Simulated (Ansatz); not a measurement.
**Ga₂S (singlet): B2PLYP, RPA-PBE over vertical spin and charge gaps and displaced geometries, cc-pVDZ**

Aim: run Ga₂S (singlet) with these functionals over vertical spin and charge gaps and displaced geometries, and hold them against the top wave-function level at the same points.

Method: cc-pVDZ, all electrons in the functionals, frozen cores in the correlation of double hybrids and RPA; program: Ansatz 0.2.0, Gaussian basis.

Plan: B2PLYP, RPA-PBE, at charge 0, singlet; charge 0, triplet; charge 1, doublet; displaced geometry v1; displaced geometry v2.

20 further runs of the same task are left out: 6 for a known fault of the program, 10 that didn't finish, 4 set aside as unsound or not needed.

## Step 1: What is computed

The geometry is a PBE0/def2-TZVP stationary point (not a proven minimum). No spin-orbit coupling is included. The filled d shell of Ga may be among the frozen orbitals whatever the setting's name suggests; the logs give the count.

3 atoms, charge 0, spin multiplicity 1.

Atoms are counted from 1 here; the program's logs count them from 0.

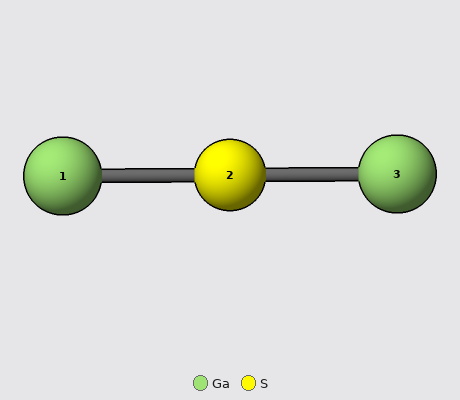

The geometry (gallium green, sulfur yellow); atoms are numbered from 1 in the order of the file.

Coordinates:

```xyz
3
charge 0, multiplicity 1
Ga    0.00000    0.00000    2.26400
S     0.00000    0.00000    0.00000
Ga    0.00000    0.00000   -2.26400
```

No dispersion term is added.

The geometry shown and the zero of energy belong to the point charge 0, singlet. The yardstick, RCCSDT(Q), and other wave-function levels (R restricted, U unrestricted, valence and pair active spaces) come from earlier runs.

## Step 2: B2PLYP, charge 0, singlet

Contents of in.yaml:

```yaml
crystal:
  periodic: [false, false, false]
  atoms:
    - {symbol: Ga, position_ang: [0.000000, 0.000000, 2.264000]}
    - {symbol: S, position_ang: [0.000000, 0.000000, 0.000000]}
    - {symbol: Ga, position_ang: [0.000000, 0.000000, -2.264000]}
basis:
  gaussian: {orbitals: cc-pVDZ}
hamiltonian: {xc: {name: B2PLYP}}
correlation: {electrons: outside_noble_gas}
```

Started as:

```console
ansatz run in.yaml --threads 1 --pin off --events-out ev --progress --plain --max-ram 2393MiB
```

What it wrote:

```text
Functional definition: B2PLYP
  name "B2PLYP"
  cite "Grimme, J. Chem. Phys. 124, 034108 (2006) doi:10.1063/1.2148954"
  cite "Becke, Phys. Rev. A 38, 3098 (1988) doi:10.1103/PhysRevA.38.3098"
  cite "Lee, Yang & Parr, Phys. Rev. B 37, 785 (1988) doi:10.1103/PhysRevB.37.785"
  parameter a = 0.53
  parameter c = 0.27
  exchange = (1 - a)*b88_x + a*exact_x
  correlation = (1 - c)*lyp_c + c*(mp2_os + mp2_ss)
840 factors; integrals over basis functions are off by at most 4.6e-4 eV
mean field evaluation 1: about -115561.4527 eV, gradient 2.3e1 eV
mean field evaluation 2: about -115561.4818 eV, gradient 2.3e1 eV
mean field evaluation 4: about -115563.3519 eV, gradient 6.4e-1 eV
mean field evaluation 8: about -115563.3579 eV, gradient 3.4e-2 eV
mean field evaluation 16: about -115563.3579 eV, gradient 2.4e-6 eV
mean field -115563.35788190 eV, -4246.8750705026 hartree, gradient 1.8e-6 eV, S^2 0.000000; 0 other end points of the search recorded, 0 dependent functions left out
33 core orbitals not correlated: weight in the atoms' cores, before any rotation towards them, 0.989 or more for the frozen orbitals, at most 0.011 for the correlated occupied ones
reference -115563.35801509 eV, -4246.8750753969 hartree; 6, 6 occupied and 33, 33 virtual orbitals, 840 factors
second order -7.57576602 eV of doubles, -0.00000000 eV of singles
Total energy: -115565.40347191 eV, -4246.9502445488 hartree
```

Run time: 4.8 s. Hardware: 1 thread of Arm Neoverse V1, shared host.

## Step 3: B2PLYP, charge 0, triplet

in.yaml: that of step 2 with these lines changed.

```diff
@@ -8,2 +8,3 @@
   gaussian: {orbitals: cc-pVDZ}
+magnetization: {spin_polarized: true, initial_magnetization: 2}
 hamiltonian: {xc: {name: B2PLYP}}
```

Launched as before.

What it wrote, shortened:

```text
Functional definition: B2PLYP
  name "B2PLYP"
  cite "Grimme, J. Chem. Phys. 124, 034108 (2006) doi:10.1063/1.2148954"
  cite "Becke, Phys. Rev. A 38, 3098 (1988) doi:10.1103/PhysRevA.38.3098"
  cite "Lee, Yang & Parr, Phys. Rev. B 37, 785 (1988) doi:10.1103/PhysRevB.37.785"
[...]
840 factors; integrals over basis functions are off by at most 4.6e-4 eV
[...]
mean field -115560.40771075 eV, -4246.7666537126 hartree, gradient 2.1e-6 eV, S^2 2.022452; 6 other end points of the search recorded, 0 dependent functions left out
33 core orbitals not correlated: weight in the atoms' cores, before any rotation towards them, 0.992 or more for the frozen orbitals, at most 0.012 for the correlated occupied ones
reference -115560.40784084 eV, -4246.7666584933 hartree; 7, 5 occupied and 32, 34 virtual orbitals, 840 factors
second order -7.58700638 eV of doubles, -0.00000000 eV of singles
Total energy: -115562.45633257 eV, -4246.8419391756 hartree
```

It took 24 s on 1 thread of Arm Neoverse V1, shared host.

From the report: ⟨S²⟩ of the determinant 2.022 (pure triplet: 2.00).

From charge 0, singlet: +68.0 kcal/mol.

## Step 4: B2PLYP, charge 1, doublet

in.yaml: that of step 3 with these lines changed.

```diff
@@ -8,3 +8,4 @@
   gaussian: {orbitals: cc-pVDZ}
-magnetization: {spin_polarized: true, initial_magnetization: 2}
+total_charge: 1
+magnetization: {spin_polarized: true, initial_magnetization: 1}
 hamiltonian: {xc: {name: B2PLYP}}
```

Launched as before.

What it wrote, shortened:

```text
Functional definition: B2PLYP
  name "B2PLYP"
  cite "Grimme, J. Chem. Phys. 124, 034108 (2006) doi:10.1063/1.2148954"
  cite "Becke, Phys. Rev. A 38, 3098 (1988) doi:10.1103/PhysRevA.38.3098"
  cite "Lee, Yang & Parr, Phys. Rev. B 37, 785 (1988) doi:10.1103/PhysRevB.37.785"
[...]
840 factors; integrals over basis functions are off by at most 4.6e-4 eV
[...]
mean field -115555.61813727 eV, -4246.5906401336 hartree, gradient 9.0e-7 eV, S^2 0.776174; 7 other end points of the search recorded, 0 dependent functions left out
33 core orbitals not correlated: weight in the atoms' cores, before any rotation towards them, 0.989 or more for the frozen orbitals, at most 0.011 for the correlated occupied ones
reference -115555.61827942 eV, -4246.5906453575 hartree; 6, 5 occupied and 33, 34 virtual orbitals, 840 factors
second order -6.96998020 eV of doubles, -0.00000000 eV of singles
Total energy: -115557.50017408 eV, -4246.6598037105 hartree
```

It took 26 s on 1 thread of Arm Neoverse V1, shared host; peak memory 0.35 GiB.

From the report: ⟨S²⟩ of the determinant 0.776 (pure doublet: 0.75).

From charge 0, singlet: +182.3 kcal/mol.

## Step 5: B2PLYP, displaced geometry v1

Contents of in.yaml:

```yaml
crystal:
  periodic: [false, false, false]
  atoms:
    - {symbol: Ga, position_ang: [-0.015433, -0.009008, 2.285640]}
    - {symbol: S, position_ang: [-0.016266, -0.025151, 0.010487]}
    - {symbol: Ga, position_ang: [0.031698, 0.034159, -2.296127]}
basis:
  gaussian: {orbitals: cc-pVDZ}
hamiltonian: {xc: {name: B2PLYP}}
correlation: {electrons: outside_noble_gas}
```

Launched as before.

What it wrote, shortened:

```text
Functional definition: B2PLYP
  name "B2PLYP"
  cite "Grimme, J. Chem. Phys. 124, 034108 (2006) doi:10.1063/1.2148954"
  cite "Becke, Phys. Rev. A 38, 3098 (1988) doi:10.1103/PhysRevA.38.3098"
  cite "Lee, Yang & Parr, Phys. Rev. B 37, 785 (1988) doi:10.1103/PhysRevB.37.785"
[...]
840 factors; integrals over basis functions are off by at most 4.8e-4 eV
[...]
mean field -115563.36422929 eV, -4246.8753037647 hartree, gradient 2.5e-6 eV, S^2 0.000000; 0 other end points of the search recorded, 0 dependent functions left out
33 core orbitals not correlated: weight in the atoms' cores, before any rotation towards them, 0.994 or more for the frozen orbitals, at most 0.009 for the correlated occupied ones
reference -115563.36436303 eV, -4246.8753086796 hartree; 6, 6 occupied and 33, 33 virtual orbitals, 840 factors
second order -7.58680045 eV of doubles, -0.00000000 eV of singles
Total energy: -115565.41279915 eV, -4246.9505873187 hartree
```

It took 5.5 s on 1 thread of Arm Neoverse V1, shared host.

From charge 0, singlet: -0.2 kcal/mol.

## Step 6: B2PLYP, displaced geometry v2

Contents of in.yaml:

```yaml
crystal:
  periodic: [false, false, false]
  atoms:
    - {symbol: Ga, position_ang: [0.084376, 0.005225, 2.258998]}
    - {symbol: S, position_ang: [-0.080498, 0.013599, 0.006591]}
    - {symbol: Ga, position_ang: [-0.003878, -0.018825, -2.265589]}
basis:
  gaussian: {orbitals: cc-pVDZ}
hamiltonian: {xc: {name: B2PLYP}}
correlation: {electrons: outside_noble_gas}
```

The command is unchanged.

What it wrote, shortened:

```text
Functional definition: B2PLYP
  name "B2PLYP"
  cite "Grimme, J. Chem. Phys. 124, 034108 (2006) doi:10.1063/1.2148954"
  cite "Becke, Phys. Rev. A 38, 3098 (1988) doi:10.1103/PhysRevA.38.3098"
  cite "Lee, Yang & Parr, Phys. Rev. B 37, 785 (1988) doi:10.1103/PhysRevB.37.785"
[...]
840 factors; integrals over basis functions are off by at most 4.7e-4 eV
[...]
mean field -115563.36063492 eV, -4246.8751716739 hartree, gradient 1.8e-6 eV, S^2 0.000000; 0 other end points of the search recorded, 0 dependent functions left out
33 core orbitals not correlated: weight in the atoms' cores, before any rotation towards them, 0.991 or more for the frozen orbitals, at most 0.011 for the correlated occupied ones
reference -115563.36076862 eV, -4246.8751765873 hartree; 6, 6 occupied and 33, 33 virtual orbitals, 840 factors
second order -7.57597946 eV of doubles, -0.00000000 eV of singles
Total energy: -115565.40628307 eV, -4246.9503478570 hartree
```

It took 5.5 s on 1 thread of Arm Neoverse V1, shared host.

From charge 0, singlet: -0.1 kcal/mol.

## Step 7: RPA-PBE, charge 0, singlet

Contents of in.yaml:

```yaml
crystal:
  periodic: [false, false, false]
  atoms:
    - {symbol: Ga, position_ang: [0.000000, 0.000000, 2.264000]}
    - {symbol: S, position_ang: [0.000000, 0.000000, 0.000000]}
    - {symbol: Ga, position_ang: [0.000000, 0.000000, -2.264000]}
basis:
  gaussian: {orbitals: cc-pVDZ}
hamiltonian: {xc: {name: PBE}}
correlation: {method: rpa, electrons: outside_noble_gas}
```

Launched as before.

What it wrote, shortened:

```text
Functional definition: PBE
  name "PBE"
  cite "Perdew, Burke & Ernzerhof, Phys. Rev. Lett. 77, 3865 (1996) doi:10.1103/PhysRevLett.77.3865"
  parent pbe
[...]
840 factors; integrals over basis functions are off by at most 4.6e-4 eV
[...]
mean field -115571.36833118 eV, -4247.1694490840 hartree, gradient 3.3e-6 eV, S^2 0.000000; 0 other end points of the search recorded, 0 dependent functions left out
33 core orbitals not correlated: weight in the atoms' cores, before any rotation towards them, 0.969 or more for the frozen orbitals, at most 0.029 for the correlated occupied ones
reference -115485.17097307 eV, -4244.0017546000 hartree; 6, 6 occupied and 33, 33 virtual orbitals, 840 factors
Total energy: -115495.68975753 eV, -4244.3883127990 hartree
```

Run time: 3.7 s. Hardware: 1 thread of Arm Neoverse V1, shared host.

## Step 8: RPA-PBE, charge 0, triplet

in.yaml: that of step 7 with these lines changed.

```diff
@@ -8,2 +8,3 @@
   gaussian: {orbitals: cc-pVDZ}
+magnetization: {spin_polarized: true, initial_magnetization: 2}
 hamiltonian: {xc: {name: PBE}}
```

The command is unchanged.

What it wrote, shortened:

```text
Functional definition: PBE
  name "PBE"
  cite "Perdew, Burke & Ernzerhof, Phys. Rev. Lett. 77, 3865 (1996) doi:10.1103/PhysRevLett.77.3865"
  parent pbe
[...]
840 factors; integrals over basis functions are off by at most 4.6e-4 eV
[...]
mean field -115568.76474961 eV, -4247.0737692260 hartree, gradient 1.2e-6 eV, S^2 2.008202; 16 other end points of the search recorded, 0 dependent functions left out
33 core orbitals not correlated: weight in the atoms' cores, before any rotation towards them, 0.968 or more for the frozen orbitals, at most 0.034 for the correlated occupied ones
reference -115482.12373980 eV, -4243.8897708429 hartree; 7, 5 occupied and 32, 34 virtual orbitals, 840 factors
Total energy: -115493.02892132 eV, -4244.2905288720 hartree
```

Wall time 36 s (1 thread of Arm Neoverse V1, shared host).

From the report: ⟨S²⟩ of the determinant 2.008 (pure triplet: 2.00).

From charge 0, singlet: +61.4 kcal/mol.

## Step 9: RPA-PBE, charge 1, doublet

in.yaml: that of step 8 with these lines changed.

```diff
@@ -8,3 +8,4 @@
   gaussian: {orbitals: cc-pVDZ}
-magnetization: {spin_polarized: true, initial_magnetization: 2}
+total_charge: 1
+magnetization: {spin_polarized: true, initial_magnetization: 1}
 hamiltonian: {xc: {name: PBE}}
```

The command is unchanged.

What it wrote, shortened:

```text
Functional definition: PBE
  name "PBE"
  cite "Perdew, Burke & Ernzerhof, Phys. Rev. Lett. 77, 3865 (1996) doi:10.1103/PhysRevLett.77.3865"
  parent pbe
[...]
840 factors; integrals over basis functions are off by at most 4.6e-4 eV
[...]
mean field -115563.45001837 eV, -4246.8784564552 hartree, gradient 1.4e-6 eV, S^2 0.754374; 5 other end points of the search recorded, 0 dependent functions left out
33 core orbitals not correlated: weight in the atoms' cores, before any rotation towards them, 0.973 or more for the frozen orbitals, at most 0.026 for the correlated occupied ones
reference -115477.92130421 eV, -4243.7353341833 hartree; 6, 5 occupied and 33, 34 virtual orbitals, 840 factors
Total energy: -115487.83514346 eV, -4244.0996610560 hartree
```

Run time: 12 s. Hardware: 1 thread of Arm Neoverse V1, shared host.

From the report: ⟨S²⟩ of the determinant 0.754 (pure doublet: 0.75).

From charge 0, singlet: +181.1 kcal/mol.

## Step 10: RPA-PBE, displaced geometry v1

Contents of in.yaml:

```yaml
crystal:
  periodic: [false, false, false]
  atoms:
    - {symbol: Ga, position_ang: [-0.015433, -0.009008, 2.285640]}
    - {symbol: S, position_ang: [-0.016266, -0.025151, 0.010487]}
    - {symbol: Ga, position_ang: [0.031698, 0.034159, -2.296127]}
basis:
  gaussian: {orbitals: cc-pVDZ}
hamiltonian: {xc: {name: PBE}}
correlation: {method: rpa, electrons: outside_noble_gas}
```

Launched as before.

What it wrote, shortened:

```text
Functional definition: PBE
  name "PBE"
  cite "Perdew, Burke & Ernzerhof, Phys. Rev. Lett. 77, 3865 (1996) doi:10.1103/PhysRevLett.77.3865"
  parent pbe
[...]
840 factors; integrals over basis functions are off by at most 4.8e-4 eV
[...]
mean field -115571.38020738 eV, -4247.1698855261 hartree, gradient 2.6e-6 eV, S^2 0.000000; 0 other end points of the search recorded, 0 dependent functions left out
33 core orbitals not correlated: weight in the atoms' cores, before any rotation towards them, 0.980 or more for the frozen orbitals, at most 0.024 for the correlated occupied ones
reference -115485.17150554 eV, -4244.0017741678 hartree; 6, 6 occupied and 33, 33 virtual orbitals, 840 factors
Total energy: -115495.70924893 eV, -4244.3890290947 hartree
```

It took 3.9 s on 1 thread of Arm Neoverse V1, shared host.

From charge 0, singlet: -0.4 kcal/mol.

## Step 11: RPA-PBE, displaced geometry v2

Contents of in.yaml:

```yaml
crystal:
  periodic: [false, false, false]
  atoms:
    - {symbol: Ga, position_ang: [0.084376, 0.005225, 2.258998]}
    - {symbol: S, position_ang: [-0.080498, 0.013599, 0.006591]}
    - {symbol: Ga, position_ang: [-0.003878, -0.018825, -2.265589]}
basis:
  gaussian: {orbitals: cc-pVDZ}
hamiltonian: {xc: {name: PBE}}
correlation: {method: rpa, electrons: outside_noble_gas}
```

The command is unchanged.

What it wrote, shortened:

```text
Functional definition: PBE
  name "PBE"
  cite "Perdew, Burke & Ernzerhof, Phys. Rev. Lett. 77, 3865 (1996) doi:10.1103/PhysRevLett.77.3865"
  parent pbe
[...]
840 factors; integrals over basis functions are off by at most 4.7e-4 eV
[...]
mean field -115571.37103401 eV, -4247.1695484109 hartree, gradient 9.3e-6 eV, S^2 0.000000; 0 other end points of the search recorded, 0 dependent functions left out
33 core orbitals not correlated: weight in the atoms' cores, before any rotation towards them, 0.971 or more for the frozen orbitals, at most 0.029 for the correlated occupied ones
reference -115485.17368330 eV, -4244.0018541992 hartree; 6, 6 occupied and 33, 33 virtual orbitals, 840 factors
Total energy: -115495.69366157 eV, -4244.3884562699 hartree
```

It took 3.6 s on 1 thread of Arm Neoverse V1, shared host.

From charge 0, singlet: -0.1 kcal/mol.

## Step 12: Against the wave-function levels

The yardstick is RCCSDT(Q), where the cluster series has nearly closed. It comes from earlier runs at the same points. Energies in kcal/mol, counted from charge 0, singlet; blanks weren't run or aren't comparable.

```
    level  singlet to triplet  ionisation to the doublet cation  displacement v1  displacement v2
RCCSDT(Q)                                                 180.0             -0.2             -0.1
   B2PLYP                68.0                             182.3             -0.2             -0.1
  RPA-PBE                61.4                             181.1             -0.4             -0.1
```

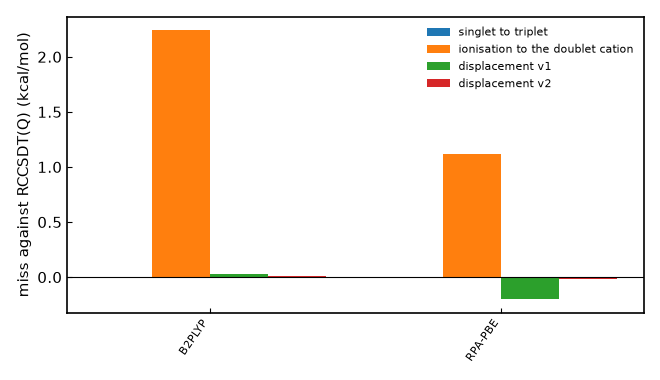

Misses of the gaps against RCCSDT(Q).

Largest miss and mean time a point (RCCSDT(Q) took 63 s a point; shared hosts):

```csv
level,largest miss (kcal/mol),where,time a point
B2PLYP,+2.2,ionisation to the doublet cation,13 s
RPA-PBE,+1.1,ionisation to the doublet cation,12 s
```

## Step 13: Outcome

| quantity | value |
| --- | --- |
| ionisation to the doublet cation, RCCSDT(Q) | 180.0 kcal/mol |
| displacement v1, RCCSDT(Q) | -0.2 kcal/mol |
| displacement v2, RCCSDT(Q) | -0.1 kcal/mol |
| largest miss, B2PLYP | +2.2 kcal/mol (ionisation to the doublet cation) |
| largest miss, RPA-PBE | +1.1 kcal/mol (ionisation to the doublet cation) |

What this shows: Misses are known at 3 of 4 points at best, and only functionals with that many are ranked. Of the functionals, RPA-PBE keep the smallest largest miss at the points compared (at most 1.1 kcal/mol) and B2PLYP strays most (2.2 kcal/mol, at ionisation to the doublet cation). Functionals and the yardstick converge differently with the basis, so part of each miss in cc-pVDZ is the basis. The program flags that the yardstick's amplitudes may have other solutions at some points.
